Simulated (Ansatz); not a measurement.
**Geometry relaxation, with input and output: Al$_{32}$P (part 3 of 3)**

Continued. System: Al$_{32}$P (defect cell, 33 atoms in the cell). Method: DFT PBE-D3(BJ), scalar-relativistic, plane waves, PAW, PAW set soft_1, no spin polarisation (Ansatz 0.2.0); cutoff 420 eV, 3×3×3 k-mesh, Gaussian smearing of 0.15 eV. It belongs to a series of runs on one base structure; here: end point A relaxed.

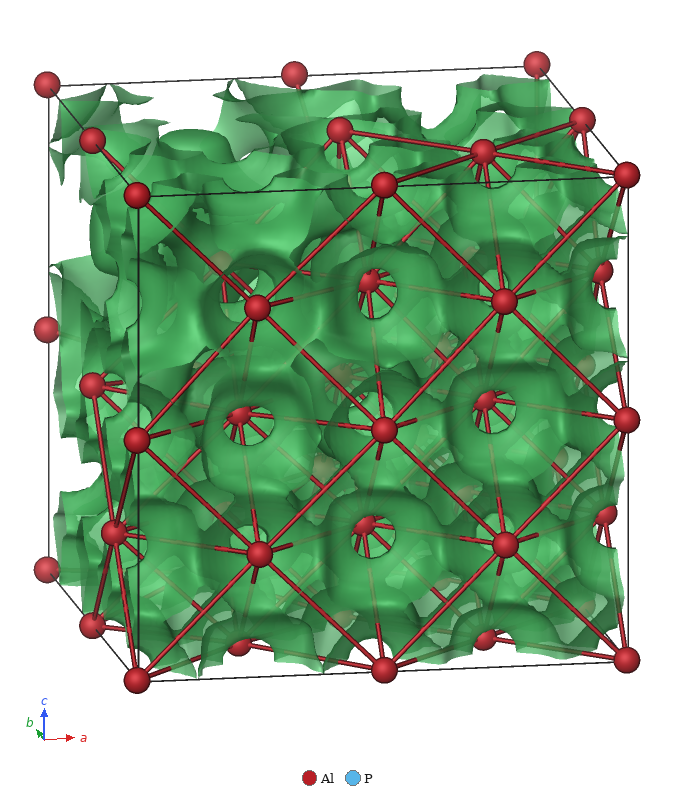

**Figure 1.** Isosurface of the ELF at 0.55 (green), seen slightly off an axis. Only the valence region is drawn (cores and ρ < 0.01 e/Å³ removed). Sticks mark near contacts. The outline is the calculation cell. Profiles from the grid: Al–P (2.39 Å): the ELF peaks at about 0.85 between the atoms, which marks a shared electron pair. Al–Al (2.67 Å): the ELF peaks at about 0.70 between the atoms.

### Summary

- outcome: converged
- electrons treated: 101
- free energy: −17966.1204 eV
- Fermi energy: 8.331 eV
- final volume: 531.44 Å³
- largest force (length of the vector) at the end: 0.003 eV/Å
- hardware: 4 threads of Arm Neoverse V1, 24 GiB of memory available, shared host
- wall time: 83 s (CPU time 5.4 min)
- peak memory: 1.5 GiB
